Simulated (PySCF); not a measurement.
# Fe2H8N4 (Fe2(NH2)4): the cost of one run

Programs: PySCF 2.14.0, with routines of our own; each step states its level. All values are computed. Atoms count from 0.

## Step 1: The starting structure

14 atoms, charge 0, multiplicity 9; geometry from: GFN2-xTB.

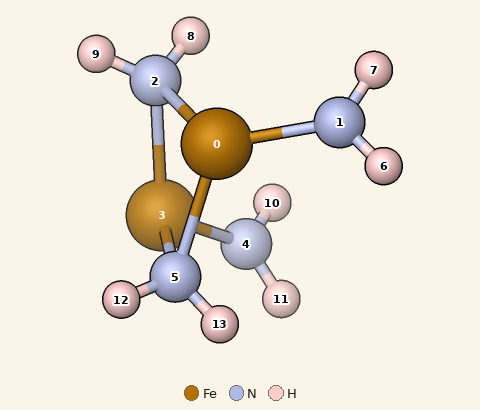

The starting geometry (iron orange, nitrogen light blue, hydrogen pink); sticks join atoms by distance alone.

## Step 2: Open-shell or spin-flip excitations: unrestricted TDA PBE0/def2-SVP Fe:def2-TZVP

Job settings and geometry (Å):

```
{"job": {"kind": "uabs", "xc": "PBE0", "basis": {"default": "def2-SVP", "Fe": "def2-TZVP"}, "nstates": 15, "tda": true, "pol": false}, "charge": 0, "multiplicity": 9}
Fe    -1.303740    -0.496570    -0.741860
N     -0.600640    -2.292290    -1.103270
N     -1.413980     0.182140     1.364180
Fe     0.290910     1.408920     0.647440
N      2.100740     0.938690     1.242510
N     -0.177910     1.251800    -1.513000
H      0.004030    -2.559620    -1.873550
H     -0.606630    -3.084400    -0.468380
H     -1.223950    -0.505890     2.084700
H     -2.253050     0.667820     1.666360
H      2.346660     0.438650     2.091020
H      2.951000     0.975960     0.688910
H     -0.707040     2.006280    -1.939660
H      0.593600     1.068510    -2.145390
```

With the program's defaults for keys left out, this is: unrestricted TDA PBE0/def2-SVP Fe:def2-TZVP, vertical, gas phase, core orbitals frozen in the response.

The run is started by

```sh
> OMP_NUM_THREADS=1 python excited_run.py task.json out
```

This one command runs all jobs of the session in turn.

Q: Estimate the wall time and peak memory of this first job on 1 thread of Arm Neoverse V2, shared host.

About 7.4 min, with a peak of 0.78 GiB.
